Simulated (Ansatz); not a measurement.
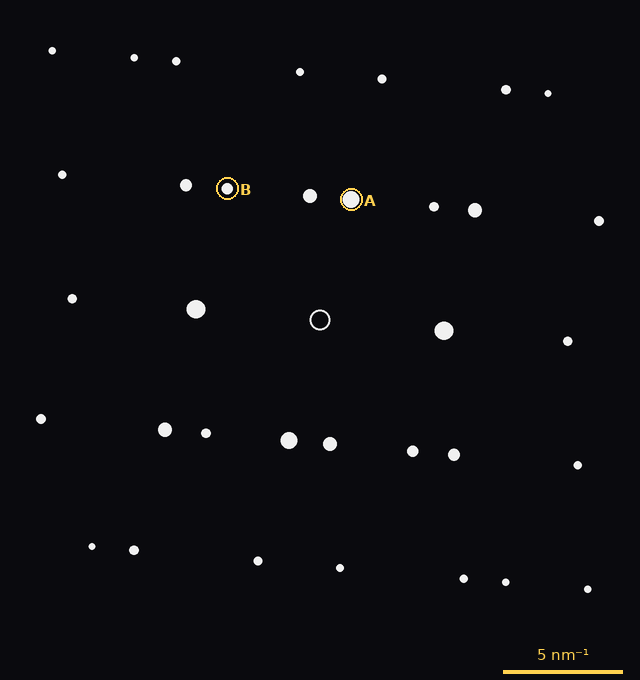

Simulated selected-area electron diffraction pattern (80 kV, kinematic approximation, thin crystal, B = 0.5 Å² for all atoms). Two individuals of a reflection twin are superposed (a geometric construction: whether this twin forms is not tested; the second individual is smaller and so fainter). Crystal: Co, space group P6_3/mmc (No. 194), a = 2.496 Å, c = 4.036 Å (hexagonal axes), zone axis [211]. Structure: the geometry relaxed at fixed volume with DFT PBE, spin-orbit coupling, plane waves, PAW in Ansatz 0.2.0.

In the first individual spot A is -1 1 1 and spot B is -1 0 2.

Q: Find the twin plane.

A: (01-1). The spot positions of the combined pattern are mirror-symmetric about the row through 0 1 -1 (d = 1.905 Å), which both individuals share, while a single individual has only symmetry 2mm without that mirror line. Friedel's law adds a mirror line at right angles, along which no low-index reflection lies.

Q: Which other reflections coincide?

A: Within the frame only the reflections of the common row coincide.
